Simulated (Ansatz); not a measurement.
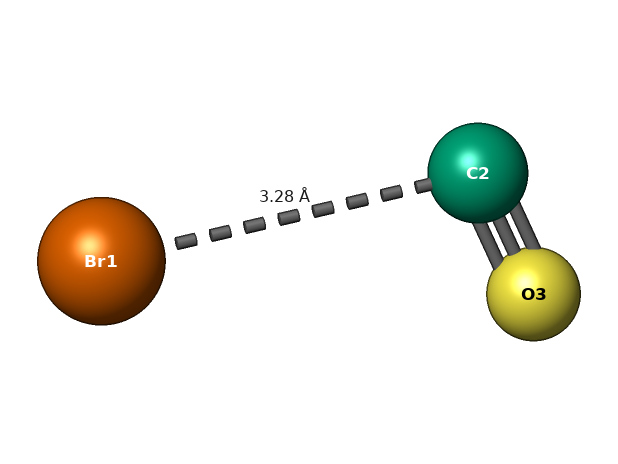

Two molecules or ions; the broken line marks their closest contact (measured against van der Waals radii). Charge −1, singlet. Geometry: a pair of rigid molecules at a changed separation. Program: Ansatz 0.2.0.

> Which two species are they?

Br and CO (`[Br-].[C-]#[O+]`).

Give the counterpoise-corrected interaction energy (kJ/mol, monomers kept as in the pair) with RHF-CCSD(T) (frozen core)/def2-TZVPPD; ωB97M-V/def2-TZVPPD.

```
                                level  interaction energy (kJ/mol)
RHF-CCSD(T) (frozen core)/def2-TZVPPD                         −8.5
                  ωB97M-V/def2-TZVPPD                        −12.9
```
